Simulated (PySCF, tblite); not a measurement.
**n-ethylisopropylamine (C5H13N): a rotation path, then NMR shifts on frames, part 1 of 2**

How do NMR shifts of n-ethylisopropylamine (C5H13N) (`CCNC(C)C`) change as the atoms move?

Computed with tblite 0.8.0 and PySCF 2.14.0, with density-fitted response routines of our own, on a single molecule in the gas phase. Atoms are numbered from 0 throughout.

## Step 1: The starting structure

19 atoms, charge 0, multiplicity 1; geometry from: GFN2-xTB.

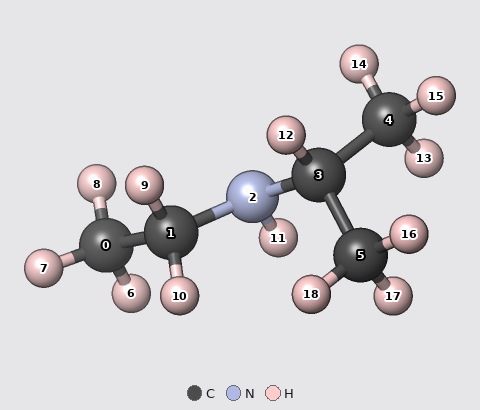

The starting geometry (carbon dark grey, nitrogen light blue, hydrogen pink), atoms numbered.

## Step 2: The rotation path with GFN2-xTB

What the job is given:

```
{"job": {"kind": "neb", "xc": "GFN2-xTB", "basis": "xTB", "atoms": [4, 3, 2, 1], "turn": 120}, "charge": 0, "multiplicity": 1}
C      2.757666     0.144032     0.157154
C      1.354239     0.690183    -0.072761
N      0.370984    -0.299330     0.319179
C     -1.019722     0.111702     0.246681
C     -1.862617    -0.923427     0.990592
C     -1.547137     0.293742    -1.183885
H      2.937906    -0.720820    -0.478352
H      3.500423     0.903921    -0.071922
H      2.869603    -0.160954     1.193790
H      1.196083     1.573153     0.555226
H      1.260587     1.008006    -1.126797
H      0.503494    -1.151215    -0.218544
H     -1.091473     1.070759     0.774760
H     -1.834158    -1.877529     0.468667
H     -1.469209    -1.067828     1.992552
H     -2.896418    -0.595553     1.058949
H     -2.586836     0.609688    -1.164040
H     -1.481025    -0.646015    -1.730506
H     -0.972193     1.046736    -1.718203
```

With the program's defaults for keys left out, this is: GFN2-xTB climbing-image nudged elastic band, gas phase.

On the command line:

```sh
> OMP_NUM_THREADS=1 python probes_run.py task.json out
```

One launch serves the whole session: the jobs run in the order shown.

Output:

```text
image   E - E0 / eV
  0       0.0000
  1       0.0105
  2       0.0359
  3       0.0645
  4       0.0812
  5       0.0781
  6       0.0620
  7       0.0519
  8       0.0426
```

Wall time 2.7 s (1 thread, shared host).

The final band, with the dihedral C4–C3–N2–C1:

| image | dihedral (°) | energy (eV) | energy (kcal/mol) |
| --- | --- | --- | --- |
| 0 | -167 | 0.000 | 0.0 |
| 1 | -156 | 0.010 | 0.2 |
| 2 | -144 | 0.036 | 0.8 |
| 3 | -132 | 0.064 | 1.5 |
| 4 | -119 | 0.081 | 1.9 |
| 5 | -107 | 0.078 | 1.8 |
| 6 | -95 | 0.062 | 1.4 |
| 7 | -81 | 0.052 | 1.2 |
| 8 | -72 | 0.043 | 1.0 |

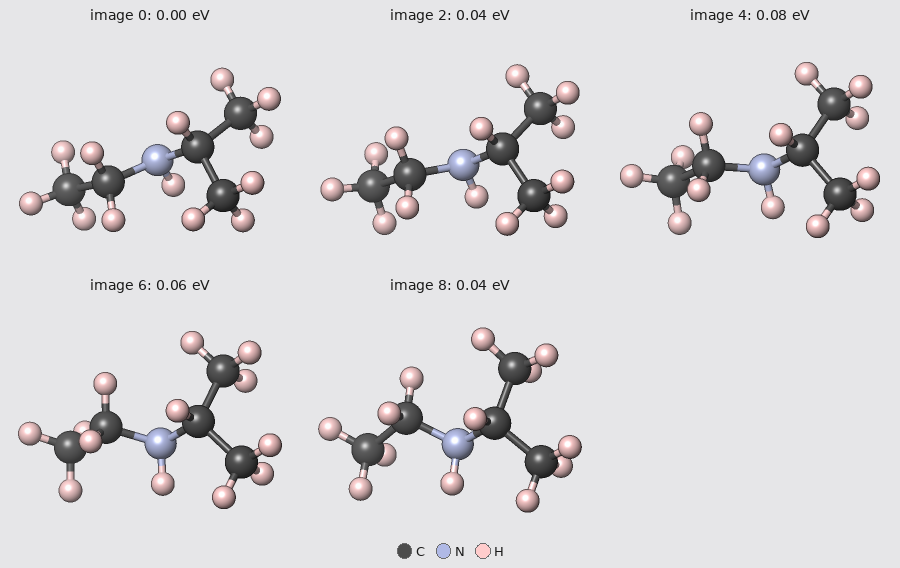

Images along the band.

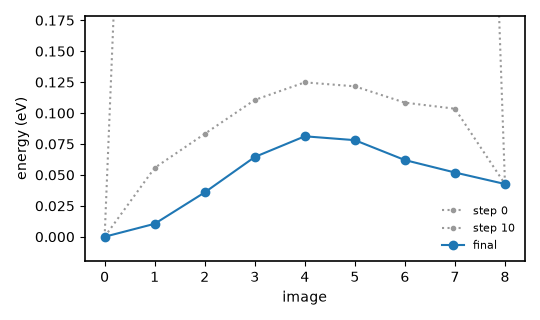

Energy along the band, early and final.

## Step 3: Nuclear shieldings: image 0, PBE0/pcSseg-1

What the job is given:

```
{"job": {"kind": "nmr", "xc": "PBE0", "basis": "pcSseg-1", "pop": false}, "charge": 0, "multiplicity": 1}
C      2.757700     0.144000     0.157200
C      1.354200     0.690200    -0.072800
N      0.371000    -0.299300     0.319200
C     -1.019700     0.111700     0.246700
C     -1.862600    -0.923400     0.990600
C     -1.547100     0.293700    -1.183900
H      2.937900    -0.720800    -0.478400
H      3.500400     0.903900    -0.071900
H      2.869600    -0.161000     1.193800
H      1.196100     1.573200     0.555200
H      1.260600     1.008000    -1.126800
H      0.503500    -1.151200    -0.218500
H     -1.091500     1.070800     0.774800
H     -1.834200    -1.877500     0.468700
H     -1.469200    -1.067800     1.992600
H     -2.896400    -0.595600     1.058900
H     -2.586800     0.609700    -1.164000
H     -1.481000    -0.646000    -1.730500
H     -0.972200     1.046700    -1.718200
```

Level: GIAO PBE0/pcSseg-1 NMR shielding, non-relativistic, gas phase.

Output:

```text
coarse grid: 14552 points
cycle   1  E = -252.6721714787  dE =  3.937e-01  |g| = 4.610e-01  |ddm| = 3.541e+00
cycle   2  E = -252.6644070512  dE =  7.764e-03  |g| = 5.072e-01  |ddm| = 9.141e-01
cycle   3  E = -252.7283881363  dE = -6.398e-02  |g| = 4.542e-02  |ddm| = 5.045e-01
cycle   4  E = -252.7286818009  dE = -2.937e-04  |g| = 2.518e-02  |ddm| = 5.790e-02
cycle   5  E = -252.7288136507  dE = -1.318e-04  |g| = 4.109e-03  |ddm| = 2.376e-02
cycle   6  E = -252.7288171243  dE = -3.474e-06  |g| = 7.575e-04  |ddm| = 4.288e-03
final grid: 136872 points
cycle   7  E = -252.7641307731  dE = -4.965e-05  |g| = 9.812e-03  |ddm| = 3.293e-02
cycle   8  E = -252.7641242801  dE =  6.493e-06  |g| = 1.108e-02  |ddm| = 1.879e-02
cycle   9  E = -252.7641557537  dE = -3.147e-05  |g| = 6.098e-04  |ddm| = 1.036e-02
cycle  10  E = -252.7641558213  dE = -6.758e-08  |g| = 2.671e-04  |ddm| = 7.799e-04
cycle  11  E = -252.7641558361  dE = -1.473e-08  |g| = 3.602e-05  |ddm| = 2.207e-04
cycle  12  E = -252.7641558363  dE = -2.356e-10  |g| = 1.497e-05  |ddm| = 4.385e-05
converged SCF energy = -252.7641558363

GIAO shielding tensors (ppm)
atom      isotropic    diamagn.    paramagn.     s11        s22        s33       span
  0 C      168.010     246.132     -78.122    153.358    163.580    187.091     33.732
  1 C      140.491     245.885    -105.394    122.625    131.082    167.765     45.141
  2 N      185.009     323.190    -138.181    141.311    191.401    222.315     81.004
  3 C      133.343     243.448    -110.106    118.068    123.357    158.602     40.533
  4 C      158.991     246.864     -87.872    136.778    152.694    187.501     50.723
  5 C      164.434     249.589     -85.155    139.712    166.064    187.527     47.815
  6 H       30.805      29.960       0.845     26.772     29.325     36.317      9.545
  7 H       30.504      27.764       2.741     26.241     27.607     37.665     11.424
  8 H       30.292      29.360       0.932     26.408     28.490     35.976      9.568
  9 H       29.352      31.915      -2.563     24.822     28.935     34.299      9.477
 10 H       28.465      32.124      -3.659     22.839     29.304     33.252     10.413
 11 H       32.489      37.445      -4.957     24.893     34.635     37.939     13.046
 12 H       29.087      32.812      -3.725     26.302     28.011     32.947      6.645
 13 H       30.930      30.892       0.038     28.118     29.164     35.506      7.388
 14 H       30.232      30.151       0.081     26.159     28.107     36.430     10.271
 15 H       30.602      29.582       1.021     26.336     28.193     37.277     10.941
 16 H       30.716      30.479       0.237     26.499     28.202     37.448     10.948
 17 H       31.504      31.800      -0.296     28.900     29.150     36.461      7.562
 18 H       29.764      31.730      -1.966     24.764     29.307     35.221     10.457
```

It took 18 s on 1 thread, shared host.

Shifts follow as δ = σ(reference) − σ, with reference shieldings (ppm) from runs at the same level and on the same kind of geometry: ¹H TMS 31.72, ¹³C TMS 186.9, ¹⁵N NH3 267.7. The references are single molecules in the gas phase, so shifts against H2O, NH3, PH3, H3PO4 or CFCl3 are not on the usual liquid scales and can be off by tens of ppm. Each atom is listed at this fixed geometry, with no averaging over motion; a spectrum would average atoms that exchange fast.

| atoms | environment | σ (ppm) | δ (ppm) |
| --- | --- | --- | --- |
| C3 | sp3 CH bonded to N | 133.3 | 53.6 |
| C1 | sp3 CH2 bonded to N | 140.5 | 46.4 |
| C4 | methyl carbon | 159.0 | 27.9 |
| C5 | methyl carbon | 164.4 | 22.5 |
| C0 | methyl carbon | 168.0 | 18.9 |
| H10 | hydrogen on an sp3 CH2 bonded to N | 28.46 | 3.25 |
| H12 | hydrogen on an sp3 CH bonded to N | 29.09 | 2.63 |
| H9 | hydrogen on an sp3 CH2 bonded to N | 29.35 | 2.36 |
| H18 | hydrogen on a methyl carbon | 29.76 | 1.95 |
| H14 | hydrogen on a methyl carbon | 30.23 | 1.49 |
| H8 | hydrogen on a methyl carbon | 30.29 | 1.43 |
| H7 | hydrogen on a methyl carbon | 30.50 | 1.21 |
| H15 | hydrogen on a methyl carbon | 30.60 | 1.11 |
| H16 | hydrogen on a methyl carbon | 30.72 | 1.00 |
| H6 | hydrogen on a methyl carbon | 30.80 | 0.91 |
| H13 | hydrogen on a methyl carbon | 30.93 | 0.79 |
| H17 | hydrogen on a methyl carbon | 31.50 | 0.21 |
| H11 | hydrogen on an amine nitrogen | 32.49 | -0.77 |
| N2 | amine nitrogen | 185.0 | 82.7 |

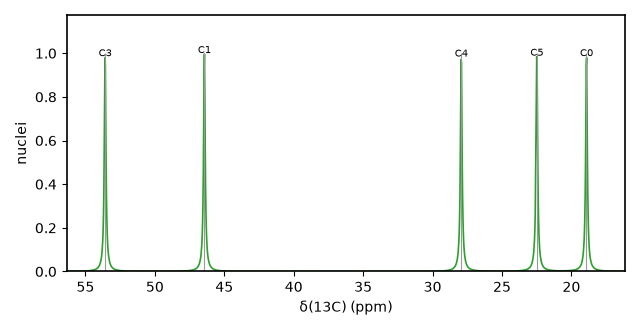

¹³C lines at the computed shifts, without couplings. Lines are broadened to a width of 0.14 ppm (Lorentzian).

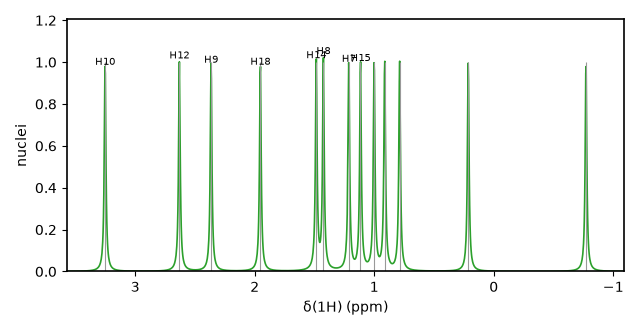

¹H lines at the computed shifts, without couplings. Lines are broadened to a width of 0.02 ppm (Lorentzian).

## Step 4: Nuclear shieldings: image 2, PBE0/pcSseg-1

What the job is given:

```
{"job": {"kind": "nmr", "xc": "PBE0", "basis": "pcSseg-1", "pop": false}, "charge": 0, "multiplicity": 1}
C      2.766200     0.109300     0.189600
C      1.379300     0.726200     0.057100
N      0.375500    -0.314400     0.132800
C     -1.015600     0.111400     0.133500
C     -1.809400    -0.818500     1.055100
C     -1.644100     0.151100    -1.263900
H      2.983500    -0.535600    -0.659500
H      3.525700     0.885000     0.240400
H      2.812600    -0.489700     1.094900
H      1.206100     1.406100     0.897700
H      1.327900     1.325300    -0.870800
H      0.532200    -1.004700    -0.595200
H     -1.047400     1.119900     0.560700
H     -1.825400    -1.830600     0.657600
H     -1.339900    -0.840800     2.034100
H     -2.831900    -0.464900     1.159000
H     -2.677400     0.486000    -1.207900
H     -1.630700    -0.842700    -1.708700
H     -1.097000     0.830900    -1.914100
```

Method: GIAO PBE0/pcSseg-1 NMR shielding, non-relativistic, gas phase.

Output:

```text
coarse grid: 14552 points
cycle   1  E = -252.6697102552  dE =  3.888e-01  |g| = 4.631e-01  |ddm| = 3.539e+00
cycle   2  E = -252.6609774284  dE =  8.733e-03  |g| = 5.131e-01  |ddm| = 9.256e-01
cycle   3  E = -252.7264197893  dE = -6.544e-02  |g| = 4.510e-02  |ddm| = 5.134e-01
cycle   4  E = -252.7267058136  dE = -2.860e-04  |g| = 2.552e-02  |ddm| = 5.750e-02
cycle   5  E = -252.7268418567  dE = -1.360e-04  |g| = 3.870e-03  |ddm| = 2.367e-02
cycle   6  E = -252.7268449479  dE = -3.091e-06  |g| = 7.263e-04  |ddm| = 4.175e-03
final grid: 136872 points
cycle   7  E = -252.7622218371  dE = -4.616e-05  |g| = 9.614e-03  |ddm| = 2.826e-02
cycle   8  E = -252.7622153182  dE =  6.519e-06  |g| = 1.092e-02  |ddm| = 1.874e-02
cycle   9  E = -252.7622459132  dE = -3.059e-05  |g| = 6.092e-04  |ddm| = 1.031e-02
cycle  10  E = -252.7622459819  dE = -6.873e-08  |g| = 2.448e-04  |ddm| = 7.289e-04
cycle  11  E = -252.7622459942  dE = -1.236e-08  |g| = 3.125e-05  |ddm| = 2.048e-04
cycle  12  E = -252.7622459944  dE = -1.739e-10  |g| = 1.421e-05  |ddm| = 4.095e-05
converged SCF energy = -252.7622459944

GIAO shielding tensors (ppm)
atom      isotropic    diamagn.    paramagn.     s11        s22        s33       span
  0 C      167.751     246.395     -78.644    152.367    163.325    187.560     35.193
  1 C      138.912     245.490    -106.579    116.901    132.575    167.259     50.358
  2 N      187.110     323.368    -136.258    140.144    186.214    234.972     94.828
  3 C      133.209     243.149    -109.940    115.388    122.968    161.272     45.885
  4 C      157.574     246.578     -89.004    134.515    153.068    185.140     50.624
  5 C      163.104     248.722     -85.618    142.317    160.081    186.915     44.598
  6 H       30.820      29.939       0.882     26.788     29.306     36.367      9.579
  7 H       30.530      27.749       2.781     26.355     27.544     37.691     11.335
  8 H       30.340      29.601       0.739     26.519     28.715     35.786      9.267
  9 H       29.278      31.945      -2.668     24.679     29.102     34.052      9.373
 10 H       28.481      31.699      -3.218     23.224     28.589     33.630     10.405
 11 H       32.442      37.515      -5.073     24.652     34.787     37.888     13.236
 12 H       29.229      33.118      -3.889     26.330     29.067     32.289      5.960
 13 H       30.769      30.750       0.018     28.126     28.900     35.279      7.154
 14 H       30.263      30.434      -0.171     26.283     28.442     36.063      9.780
 15 H       30.763      29.819       0.944     26.399     28.322     37.567     11.168
 16 H       30.612      30.117       0.495     26.179     28.077     37.581     11.402
 17 H       31.203      31.517      -0.314     28.436     29.216     35.957      7.521
 18 H       30.084      31.376      -1.292     25.582     28.863     35.808     10.227
```

Run time: 18 s. Hardware: 1 thread, shared host.

Key values: δ C3 53.7, C1 48.0, C4 29.4, C5 23.8, H10 3.24, H12 2.49 ppm.

(Continued in part 2 of 2.)
